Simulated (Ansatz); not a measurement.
# Molecular dynamics of Si₂NH₇F₂ (part 2 of 5)

The same run, continued: Si₂NH₇F₂; UHF/STO-3G (Ansatz 0.2.0). It belongs to a series of runs on one base structure; here: dynamics from the start.

Geometry of the input (Å):
```
Si -0.6641  0.8856  0.5656
Si 0.6687  -1.3326  0.7353
F  -2.1445  0.7369  -0.0535
F  -0.1855  2.4172  0.3686
H  -1.0137  1.0095  1.9812
H  0.4858  -0.5295  -0.9515
N  0.0072  0.6160  -1.4362
H  0.8365  -1.4526  2.1801
H  -0.0996  -2.5183  0.3272
H  2.0391  -1.5592  0.2210
H  0.7562  1.2139  -1.7692
H  -0.6862  0.5130  -2.1687
```

Log, continued:
```
md step   112: t =    56.00 fs  T =  1563.0 K  F+E_penalty+E_count = -22449.84957374 eV  E_kin = 2.020360 eV  conserved = -22447.82921407 eV  (26 SCF iters)
md step   113: t =    56.50 fs  T =  1819.7 K  F+E_penalty+E_count = -22450.18411909 eV  E_kin = 2.352158 eV  conserved = -22447.83196138 eV  (27 SCF iters)
md step   114: t =    57.00 fs  T =  2180.7 K  F+E_penalty+E_count = -22450.65961305 eV  E_kin = 2.818809 eV  conserved = -22447.84080453 eV  (26 SCF iters)
md step   115: t =    57.50 fs  T =  2539.9 K  F+E_penalty+E_count = -22451.14030503 eV  E_kin = 3.283054 eV  conserved = -22447.85725071 eV  (25 SCF iters)
md step   116: t =    58.00 fs  T =  2720.2 K  F+E_penalty+E_count = -22451.39155246 eV  E_kin = 3.516194 eV  conserved = -22447.87535808 eV  (25 SCF iters)
md step   117: t =    58.50 fs  T =  2556.0 K  F+E_penalty+E_count = -22451.18296305 eV  E_kin = 3.303932 eV  conserved = -22447.87903127 eV  (25 SCF iters)
md step   118: t =    59.00 fs  T =  2072.6 K  F+E_penalty+E_count = -22450.53053075 eV  E_kin = 2.679010 eV  conserved = -22447.85152120 eV  (25 SCF iters)
md step   119: t =    59.50 fs  T =  1614.7 K  F+E_penalty+E_count = -22449.89794096 eV  E_kin = 2.087175 eV  conserved = -22447.81076550 eV  (25 SCF iters)
md step   120: t =    60.00 fs  T =  1598.2 K  F+E_penalty+E_count = -22449.87816736 eV  E_kin = 2.065831 eV  conserved = -22447.81233588 eV  (25 SCF iters)
md step   121: t =    60.50 fs  T =  2010.7 K  F+E_penalty+E_count = -22450.45145218 eV  E_kin = 2.598982 eV  conserved = -22447.85246984 eV  (25 SCF iters)
md step   122: t =    61.00 fs  T =  2441.8 K  F+E_penalty+E_count = -22451.03222765 eV  E_kin = 3.156331 eV  conserved = -22447.87589651 eV  (25 SCF iters)
md step   123: t =    61.50 fs  T =  2583.6 K  F+E_penalty+E_count = -22451.21056092 eV  E_kin = 3.339617 eV  conserved = -22447.87094370 eV  (25 SCF iters)
md step   124: t =    62.00 fs  T =  2423.9 K  F+E_penalty+E_count = -22450.98868749 eV  E_kin = 3.133140 eV  conserved = -22447.85554712 eV  (26 SCF iters)
md step   125: t =    62.50 fs  T =  2102.5 K  F+E_penalty+E_count = -22450.55992017 eV  E_kin = 2.717675 eV  conserved = -22447.84224551 eV  (26 SCF iters)
md step   126: t =    63.00 fs  T =  1763.1 K  F+E_penalty+E_count = -22450.11329756 eV  E_kin = 2.278991 eV  conserved = -22447.83430682 eV  (28 SCF iters)
md step   127: t =    63.50 fs  T =  1500.0 K  F+E_penalty+E_count = -22449.76946272 eV  E_kin = 1.938846 eV  conserved = -22447.83061649 eV  (28 SCF iters)
md step   128: t =    64.00 fs  T =  1361.3 K  F+E_penalty+E_count = -22449.58870388 eV  E_kin = 1.759607 eV  conserved = -22447.82909726 eV  (29 SCF iters)
md step   129: t =    64.50 fs  T =  1368.5 K  F+E_penalty+E_count = -22449.59754423 eV  E_kin = 1.768969 eV  conserved = -22447.82857495 eV  (49 SCF iters)
md step   130: t =    65.00 fs  T =  1527.9 K  F+E_penalty+E_count = -22449.80446842 eV  E_kin = 1.974935 eV  conserved = -22447.82953363 eV  (27 SCF iters)
md step   131: t =    65.50 fs  T =  1824.4 K  F+E_penalty+E_count = -22450.19214225 eV  E_kin = 2.358200 eV  conserved = -22447.83394228 eV  (28 SCF iters)
md step   132: t =    66.00 fs  T =  2201.5 K  F+E_penalty+E_count = -22450.68952993 eV  E_kin = 2.845611 eV  conserved = -22447.84391889 eV  (26 SCF iters)
md step   133: t =    66.50 fs  T =  2541.5 K  F+E_penalty+E_count = -22451.14480504 eV  E_kin = 3.285082 eV  conserved = -22447.85972332 eV  (25 SCF iters)
md step   134: t =    67.00 fs  T =  2672.7 K  F+E_penalty+E_count = -22451.33139687 eV  E_kin = 3.454781 eV  conserved = -22447.87661613 eV  (25 SCF iters)
md step   135: t =    67.50 fs  T =  2441.9 K  F+E_penalty+E_count = -22451.03624840 eV  E_kin = 3.156357 eV  conserved = -22447.87989147 eV  (25 SCF iters)
md step   136: t =    68.00 fs  T =  1887.0 K  F+E_penalty+E_count = -22450.28852377 eV  E_kin = 2.439151 eV  conserved = -22447.84937318 eV  (25 SCF iters)
md step   137: t =    68.50 fs  T =  1394.7 K  F+E_penalty+E_count = -22449.60437115 eV  E_kin = 1.802824 eV  conserved = -22447.80154691 eV  (24 SCF iters)
md step   138: t =    69.00 fs  T =  1441.2 K  F+E_penalty+E_count = -22449.66753388 eV  E_kin = 1.862954 eV  conserved = -22447.80457971 eV  (24 SCF iters)
md step   139: t =    69.50 fs  T =  1995.9 K  F+E_penalty+E_count = -22450.43438587 eV  E_kin = 2.579844 eV  conserved = -22447.85454144 eV  (25 SCF iters)
md step   140: t =    70.00 fs  T =  2554.9 K  F+E_penalty+E_count = -22451.18522752 eV  E_kin = 3.302425 eV  conserved = -22447.88280286 eV  (24 SCF iters)
md step   141: t =    70.50 fs  T =  2750.5 K  F+E_penalty+E_count = -22451.43266650 eV  E_kin = 3.555291 eV  conserved = -22447.87737560 eV  (25 SCF iters)
md step   142: t =    71.00 fs  T =  2569.5 K  F+E_penalty+E_count = -22451.18114329 eV  E_kin = 3.321398 eV  conserved = -22447.85974575 eV  (24 SCF iters)
md step   143: t =    71.50 fs  T =  2178.6 K  F+E_penalty+E_count = -22450.65937861 eV  E_kin = 2.816045 eV  conserved = -22447.84333408 eV  (25 SCF iters)
md step   144: t =    72.00 fs  T =  1760.4 K  F+E_penalty+E_count = -22450.10724242 eV  E_kin = 2.275448 eV  conserved = -22447.83179424 eV  (27 SCF iters)
md step   145: t =    72.50 fs  T =  1452.5 K  F+E_penalty+E_count = -22449.70280202 eV  E_kin = 1.877492 eV  conserved = -22447.82531008 eV  (27 SCF iters)
md step   146: t =    73.00 fs  T =  1334.9 K  F+E_penalty+E_count = -22449.54897017 eV  E_kin = 1.725482 eV  conserved = -22447.82348844 eV  (28 SCF iters)
md step   147: t =    73.50 fs  T =  1431.4 K  F+E_penalty+E_count = -22449.67578617 eV  E_kin = 1.850186 eV  conserved = -22447.82559975 eV  (28 SCF iters)
md step   148: t =    74.00 fs  T =  1716.7 K  F+E_penalty+E_count = -22450.05017550 eV  E_kin = 2.219069 eV  conserved = -22447.83110673 eV  (28 SCF iters)
md step   149: t =    74.50 fs  T =  2122.9 K  F+E_penalty+E_count = -22450.58448625 eV  E_kin = 2.744059 eV  conserved = -22447.84042694 eV  (26 SCF iters)
these checks for a lower state are left out or cut short: starts, cluster_reference, orbital_swaps, neighbouring_geometries, increment
565 factors; integrals over basis functions are off by at most 4.9e-5 eV
mean field -22451.13389245 eV, -825.0639526224 hartree, gradient 8.6e-6 eV, S^2 0.000000; 0 other end points of the search recorded, 0 dependent functions left out
the calculation of the forces begins
reference -22451.13389245 eV, -825.0639526224 hartree; 30, 30 occupied and 10, 10 virtual orbitals, 565 factors
565 factors; integrals over basis functions are off by at most 4.9e-5 eV
mean field evaluation 1120: about -22451.0359 eV, gradient 1.6e-4 eV
mean field -22451.13389245 eV, -825.0639526224 hartree, gradient 1.0e-5 eV, S^2 0.000000; 1 other end points of the search recorded, 0 dependent functions left out
the calculation of the forces begins
reference -22451.13389245 eV, -825.0639526224 hartree; 30, 30 occupied and 10, 10 virtual orbitals, 565 factors
md step   150: t =    75.00 fs  T =  2537.1 K  F+E_penalty+E_count = -22451.13389245 eV  E_kin = 3.279485 eV  conserved = -22447.85440751 eV  (44 SCF iters)
```

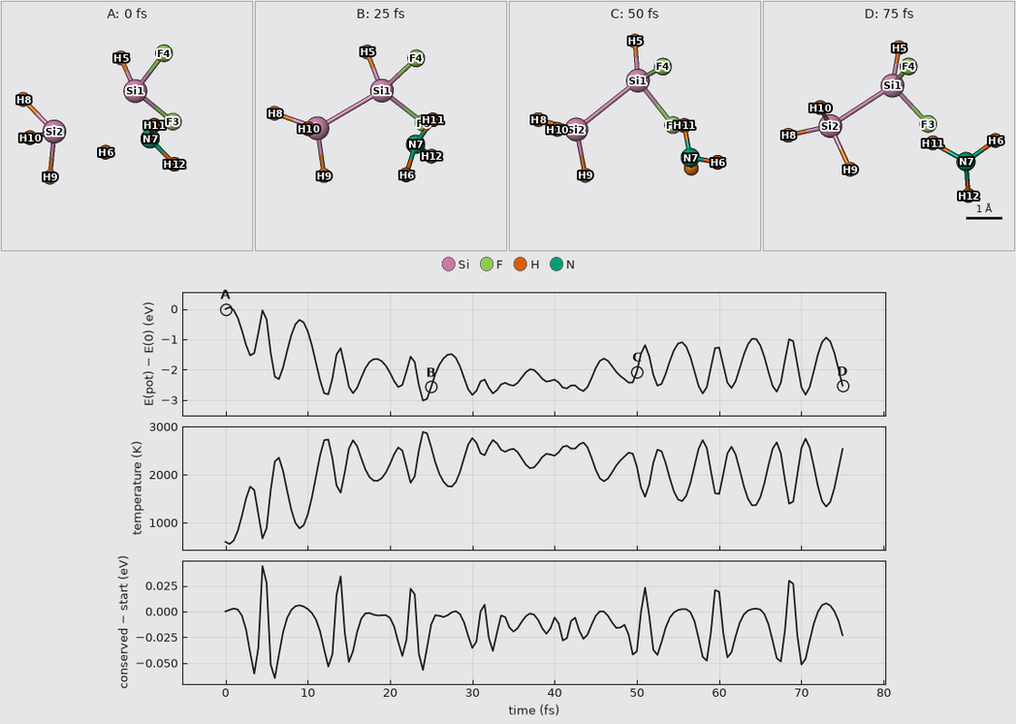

Frames of the molecular dynamics (ball-and-stick, seen at a tilt) above the curves, on which the letters mark them. The trajectory kept here has 151 frames over 75 fs. The temperature starts at 600 K, ranges from 556 to 2891 K and averages 2111 K over the second half. The potential energy ends 2.527 eV below its first value. The conserved quantity stays within 0.11 eV. After an unweighted best fit of the last frame on the first, the root-mean-square displacement is 1.22 Å, and H6 has moved furthest (2.87 Å).

```
Total energy: -22451.13389245 eV, -825.0639526224 hartree
Atom 0 at    -0.807208     0.792781     1.052570 Å, force    -1.682318     0.881932     3.239565 eV/Å
Atom 1 at     0.452992    -0.996668     1.074403 Å, force     0.442500     0.165832    -0.212881 eV/Å
Atom 2 at    -1.959219     0.446665     0.041177 Å, force    -1.488972    -0.129844    -1.780213 eV/Å
Atom 3 at     0.201448     1.814727     0.390525 Å, force     0.619131     1.474793    -0.874766 eV/Å
Atom 4 at    -1.567690     1.490538     2.136371 Å, force     1.414319    -0.976562    -0.767888 eV/Å
Atom 5 at    -0.491597     1.957159    -2.987511 Å, force     0.927636    -1.745366     0.672630 eV/Å
Atom 6 at     0.091012     1.065039    -3.008470 Å, force    -1.492423    -1.777317    -0.675904 eV/Å
Atom 7 at     0.565063    -2.051701     1.927134 Å, force    -0.393779    -1.239137     1.789354 eV/Å
Atom 8 at     0.161881    -1.540128    -0.156389 Å, force    -0.384376    -0.706161    -1.380985 eV/Å
Atom 9 at     1.720273    -0.475801     0.929275 Å, force     1.463990     0.497271    -0.018940 eV/Å
Atom 10 at     0.577644     0.879885    -2.055142 Å, force    -2.180480     0.324934    -2.201143 eV/Å
Atom 11 at    -0.599893     0.228855    -3.339409 Å, force     2.754772     3.229625     2.211170 eV/Å
Dipole moment:    -0.236340    -0.154401     0.609960 e Å
```

Trajectory as extended XYZ (Å, eV, eV/Å), 64 of the 151 frames kept, from step=0 to step=150:
```
12
Properties=species:S:1:pos:R:3:forces:R:3 step=0 time_fs=0.0 energy=-22448.60696 temperature=600.0
Si   -0.6641    0.8856    0.5656    0.2859  -1.2005   1.5140
Si    0.6687   -1.3326    0.7353   -0.4280   0.3752   1.6284
F    -2.1445    0.7369   -0.0535   -0.1075  -0.2699  -0.3225
F    -0.1855    2.4172    0.3686    0.5037  -0.1375  -0.2895
H    -1.0137    1.0095    1.9812    0.3894  -0.4757  -0.4321
H     0.4858   -0.5295   -0.9515   -2.4535   6.4909  -4.3897
N     0.0072    0.6160   -1.4362    2.2618  -6.1981   4.3637
H     0.8365   -1.4526    2.1801   -0.1055  -0.0492  -0.8738
H    -0.0996   -2.5183    0.3272    0.6069   0.9808   0.2719
H     2.0391   -1.5592    0.2210   -1.3026   0.3985   0.2599
H     0.7562    1.2139   -1.7692    0.8802   0.4443  -0.6614
H    -0.6862    0.5130   -2.1687   -0.5309  -0.3589  -1.0691
12
Properties=species:S:1:pos:R:3:forces:R:3 step=2 time_fs=1.0 energy=-22448.64044 temperature=628.1
Si   -0.6612    0.8833    0.5646    0.1070  -1.1267   2.4180
Si    0.6656   -1.3349    0.7360   -0.8252   1.7064   1.9953
F    -2.1389    0.7349   -0.0499   -0.2597  -0.3085  -0.5173
F    -0.1875    2.4162    0.3667    0.5320  -0.1501  -0.2566
H    -1.0548    1.0186    2.0046    0.7297  -0.5335  -1.1603
H     0.4735   -0.5096   -0.9470   -2.3051   6.4610  -4.5614
N     0.0106    0.6199   -1.4426    2.8270  -6.2860   6.0029
H     0.8296   -1.4393    2.1661   -0.0927  -0.1394  -0.4579
H    -0.0842   -2.4789    0.3320    0.0241   0.0010  -0.0587
H     2.0049   -1.5289    0.2458   -0.3501   0.1911  -0.1676
H     0.7291    1.2242   -1.7892    1.5162   0.8253  -0.8814
H    -0.6903    0.5207   -2.1266   -1.9031  -0.6405  -2.3549
12
Properties=species:S:1:pos:R:3:forces:R:3 step=5 time_fs=2.5 energy=-22449.78962 temperature=1501.5
Si   -0.6567    0.8791    0.5647    0.0962  -1.4564   3.7301
Si    0.6604   -1.3371    0.7383   -1.8204   4.2155   2.5334
F    -2.1309    0.7316   -0.0450   -0.4937  -0.3444  -0.8672
F    -0.1900    2.4147    0.3636    0.5859  -0.1708  -0.2827
H    -1.1028    1.0229    2.0178    1.0287  -0.4802  -1.6336
H     0.4154   -0.3665   -1.0219   -1.1473   4.2682  -4.0186
N     0.0194    0.6179   -1.4448    1.6467  -3.3272   3.3395
H     0.8178   -1.4223    2.1389   -0.0131  -0.3665   0.4285
H    -0.0628   -2.4231    0.3368   -1.0039  -1.5745  -0.7119
H     1.9509   -1.4805    0.2783    1.3512   0.0133  -0.9834
H     0.7139    1.2523   -1.8337    0.7939  -0.1124  -0.2727
H    -0.7288    0.5206   -2.1033   -1.0242  -0.6646  -1.2613
12
Properties=species:S:1:pos:R:3:forces:R:3 step=7 time_fs=3.5 energy=-22450.06361 temperature=1680.3
Si   -0.6537    0.8757    0.5663    0.2121  -1.7020   4.0163
Si    0.6562   -1.3369    0.7410   -2.3814   5.2602   2.3369
F    -2.1258    0.7292   -0.0422   -0.6287  -0.3632  -1.0710
F    -0.1913    2.4135    0.3614    0.6108  -0.2045  -0.2937
H    -1.1228    1.0199    2.0077    1.0996  -0.4125  -1.5073
H     0.3623   -0.2195   -1.1195    2.3553  -4.0189  -0.5813
N     0.0267    0.6136   -1.4431   -2.5927   5.4978  -2.5165
H     0.8096   -1.4150    2.1245    0.0391  -0.4792   0.9771
H    -0.0591   -2.4024    0.3325   -1.3529  -2.1122  -0.9613
H     1.9286   -1.4477    0.2894    2.0913  -0.0302  -1.3280
H     0.7146    1.2713   -1.8676   -0.2276  -1.1041   0.4848
H    -0.7685    0.5126   -2.1049    0.7750  -0.3313   0.4440
12
Properties=species:S:1:pos:R:3:forces:R:3 step=10 time_fs=5.0 energy=-22448.94707 temperature=884.6
Si   -0.6491    0.8695    0.5712    0.5422  -1.9067   3.2845
Si    0.6484   -1.3332    0.7463   -2.4945   4.9161   1.4172
F    -2.1188    0.7253   -0.0391   -0.7430  -0.3957  -1.2794
F    -0.1927    2.4116    0.3578    0.6182  -0.3160  -0.2594
H    -1.1334    1.0083    1.9672    0.9839  -0.2810  -0.6493
H     0.3474   -0.1249   -1.2595    8.3388 -17.8736   3.1162
N     0.0325    0.6181   -1.4453   -9.3410  18.9820  -7.2590
H     0.7982   -1.4128    2.1212    0.0883  -0.5747   1.2555
H    -0.0767   -2.4080    0.3092   -0.8620  -1.4789  -0.7256
H     1.9318   -1.3992    0.2826    1.6619  -0.0338  -1.1671
H     0.7098    1.2792   -1.9086   -0.8668  -1.3223   0.8104
H    -0.8111    0.4961   -2.0970    2.0740   0.2845   1.4559
12
Properties=species:S:1:pos:R:3:forces:R:3 step=12 time_fs=6.0 energy=-22450.83570 temperature=2274.3
Si   -0.6458    0.8645    0.5760    0.8180  -1.8966   2.2864
Si    0.6421   -1.3286    0.7505   -2.0878   3.8642   0.8878
F    -2.1146    0.7224   -0.0379   -0.7682  -0.4155  -1.3522
F    -0.1933    2.4101    0.3552    0.6041  -0.4053  -0.2001
H    -1.1285    0.9970    1.9313    0.7436  -0.1644   0.3107
H     0.4260   -0.2507   -1.3192    1.6857  -2.4244  -0.6929
N     0.0293    0.6357   -1.4527   -2.7533   2.4064  -1.9585
H     0.7915   -1.4181    2.1337    0.0988  -0.6025   0.9494
H    -0.0996   -2.4304    0.2846   -0.1177  -0.4487  -0.2890
H     1.9545   -1.3673    0.2638    0.5684  -0.0513  -0.7027
H     0.6971    1.2689   -1.9268   -0.2637  -0.3557   0.0435
H    -0.8164    0.4876   -2.0755    1.4721   0.4939   0.7177
12
Properties=species:S:1:pos:R:3:forces:R:3 step=14 time_fs=7.0 energy=-22450.53645 temperature=2077.2
Si   -0.6422    0.8589    0.5815    1.1147  -1.8751   1.2056
Si    0.6351   -1.3227    0.7551   -1.5276   2.8187   0.4875
F    -2.1108    0.7193   -0.0373   -0.7412  -0.4215  -1.3869
F    -0.1935    2.4084    0.3525    0.5799  -0.5162  -0.1508
H    -1.1166    0.9842    1.8985    0.4102  -0.0289   1.3957
H     0.5232   -0.4061   -1.3832   -2.1752   5.4780  -1.2431
N     0.0240    0.6554   -1.4615    1.6081  -6.5270   0.6230
H     0.7858   -1.4292    2.1550    0.0852  -0.5790   0.3654
H    -0.1236   -2.4571    0.2572    0.5834   0.5643   0.1708
H     1.9827   -1.3359    0.2383   -0.5986  -0.1043  -0.1539
H     0.6820    1.2553   -1.9446    0.5403   0.7597  -0.8476
H    -0.8080    0.4836   -2.0475    0.1207   0.4313  -0.4657
12
Properties=species:S:1:pos:R:3:forces:R:3 step=17 time_fs=8.5 energy=-22449.11310 temperature=995.5
Si   -0.6360    0.8493    0.5905    1.3492  -1.7422   0.0460
Si    0.6236   -1.3121    0.7622   -0.7637   1.7228   0.1650
F    -2.1058    0.7143   -0.0377   -0.6006  -0.4124  -1.3197
F    -0.1933    2.4054    0.3484    0.5303  -0.7258  -0.0764
H    -1.0923    0.9648    1.8767    0.0007   0.1377   2.4782
H     0.6282   -0.5396   -1.4990   -3.6929   7.7095  -0.3656
N     0.0185    0.6764   -1.4738    4.8237  -8.9736   1.4400
H     0.7787   -1.4559    2.1916    0.0391  -0.4462  -0.5998
H    -0.1479   -2.4851    0.2203    1.2036   1.5512   0.6557
H     2.0117   -1.2908    0.1987   -1.7954  -0.2034   0.5080
H     0.6695    1.2497   -1.9873    0.6293   1.2557  -1.1485
H    -0.7978    0.4846   -2.0169   -1.7232   0.1266  -1.7830
12
Properties=species:S:1:pos:R:3:forces:R:3 step=19 time_fs=9.5 energy=-22449.04773 temperature=944.7
Si   -0.6313    0.8422    0.5966    1.1858  -1.5413   0.0608
Si    0.6156   -1.3042    0.7670   -0.3995   1.3259   0.1007
F    -2.1028    0.7106   -0.0389   -0.4449  -0.3944  -1.1816
F    -0.1928    2.4029    0.3455    0.4875  -0.8872  -0.0206
H    -1.0754    0.9532    1.8903   -0.0361   0.1834   2.3267
H     0.6556   -0.5383   -1.5819   -3.9198   7.6152   0.3147
N     0.0187    0.6828   -1.4809    5.6722  -8.4410   0.0337
H     0.7745   -1.4792    2.2101    0.0072  -0.3115  -1.0681
H    -0.1505   -2.4865    0.2028    1.2914   1.7806   0.7832
H     2.0112   -1.2631    0.1774   -2.1018  -0.2508   0.7529
H     0.6686    1.2604   -2.0292   -0.1906   0.7389  -0.5062
H    -0.8087    0.4873   -2.0158   -1.5513   0.1822  -1.5962
12
Properties=species:S:1:pos:R:3:forces:R:3 step=21 time_fs=10.5 energy=-22449.80156 temperature=1523.1
Si   -0.6263    0.8345    0.6027    0.7837  -1.2607   0.7075
Si    0.6075   -1.2959    0.7719   -0.1863   1.1997   0.1140
F    -2.1001    0.7068   -0.0406   -0.2521  -0.3700  -0.9820
F    -0.1921    2.3999    0.3427    0.4405  -1.0588   0.0383
H    -1.0589    0.9434    1.9257    0.1060   0.1805   1.4843
H     0.6457   -0.4645   -1.6618   -3.8145   6.8733   1.0008
N     0.0227    0.6834   -1.4880    5.2122  -7.3877  -2.3691
H     0.7703   -1.5055    2.2185   -0.0116  -0.1663  -1.2938
H    -0.1409   -2.4711    0.1928    1.1340   1.6668   0.7401
H     1.9908   -1.2377    0.1633   -2.0097  -0.2688   0.8210
H     0.6659    1.2781   -2.0757   -1.0991   0.1144   0.3905
H    -0.8338    0.4919   -2.0295   -0.3030   0.4776  -0.6515
```
